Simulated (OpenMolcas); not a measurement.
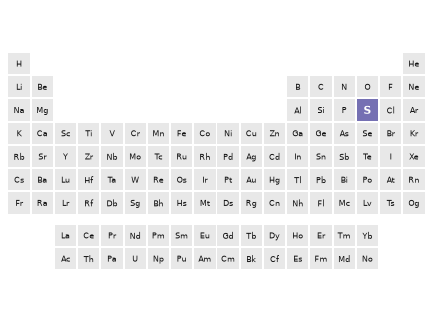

The place of sulfur in the periodic table.

**Multiconfigurational calculation for S⁴⁺**

S⁴⁺. Level asked for: state-averaged RASSCF, active space 2 electrons in the shells 3s 3p 3d; RAS3 3d with at most 2 electrons, basis ANO-L-VQZP, non-relativistic scalar Hamiltonian, spin-orbit coupling by RASSI with atomic mean-field integrals (OpenMolcas).

**Input**
```
&GATEWAY
Coord
1

S 0.0 0.0 0.0
Basis=ANO-L-VQZP
Group=XYZ
NoMove
AngMom=0.0 0.0 0.0
AMFI
&SEWARD
&RASSCF
FileOrb=start.orb
Symmetry=1
Spin=3
nActEl=2 0 0
Inactive=2 3
Ras2=1 3
CIRoot=3 3 1
SDav=3
CIMx=300
Iter=120 100
PrWF=0.3
OrbListing=Nothing
MaxOrb=0
Atom
>>> COPY $Project.JobIph JOBPRE
&RASSCF
FileOrb=start.orb
Symmetry=1
Spin=4
nActEl=2 0 2
Inactive=2 3
Ras2=1 3
Ras3=5 0
CIRoot=15 15 1
SDav=18
CIMx=300
Iter=94 100
PrWF=0.3
OrbListing=Nothing
MaxOrb=0
Thrs=2.0e-7 1.0e-1 5.0e-4
Atom
CIOnly
>>> COPY $Project.JobIph JOB001
```

The file start.orb holds starting orbitals from an earlier step.

Hardware: 1 CPU thread, shared host.

Command:
```bash
OMP_NUM_THREADS=1 MOLCAS_MEM=2252 MOLCAS_PROJECT=a pymolcas a.inp > a.log  # once for each step of the input, in one work folder
```

**Log (extracts)**
```
--- SEWARD ---
Basis set label: S.ANO-L...6S5P3D2F.

      Electronic valence basis set:
      ------------------
      Associated Effective Charge  16.000000 au
      Associated Actual Charge     16.000000 au
      Nuclear Model: Point charge

      Shell  nPrim  nBasis  Cartesian Spherical Contaminant
         s      17       6        X
         p      12       5        X
         d       5       3                 X
         f       4       2                 X
                  Atomic mean-field integrals
--- RASSCF ---

 Nr of active orbitals     NAC=   9
 Spin degeneracy         ISPIN=   4
 There can be no such wave function.
 ************************************************
--- Stop Module: rasscf at  /rc=_RC_INPUT_ERROR_ ---
.####################.
.# User input error #.
.####################.
```

**Outcome**

- outcome: refused by the program

**Diagnosis**

This input holds a deliberate fault: wrong spin. The program refused the input; the driver noted: RASSCF spin 3: _RC_INPUT_ERROR_.
